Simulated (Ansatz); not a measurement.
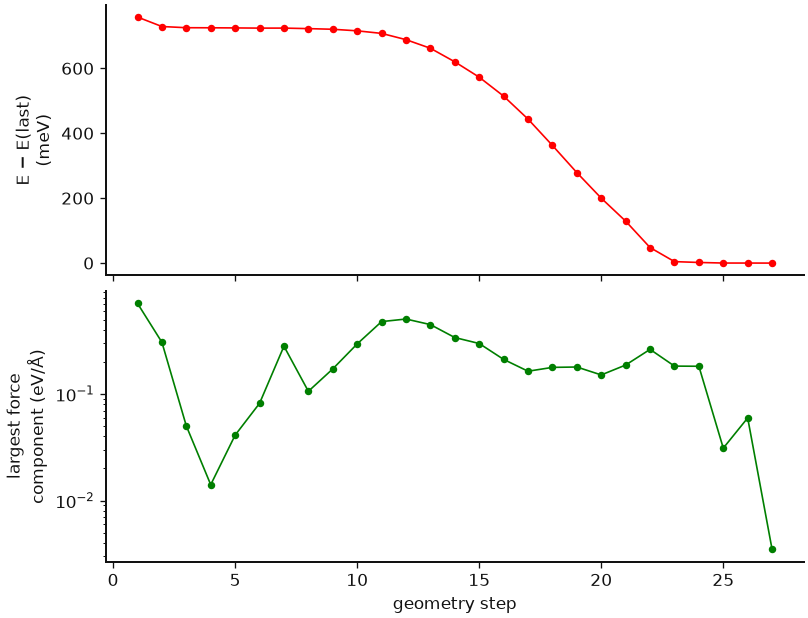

History of a geometry optimisation.

System: CH5KN (charge +1).
Method: RKS PBE0-D4/def2-TZVP in Ansatz 0.2.0.

Question: How did the optimisation end?

Answer: The optimisation met its thresholds at geometry 27, counting the start as the first. The energy fell by about 760 meV from the first step to the last. The largest force component goes from about 0.71 eV/Å at the start to 3 × 10⁻³ eV/Å at the end.

Question: By which step was nine tenths of the energy gained?

Answer: By step 22 of 27.
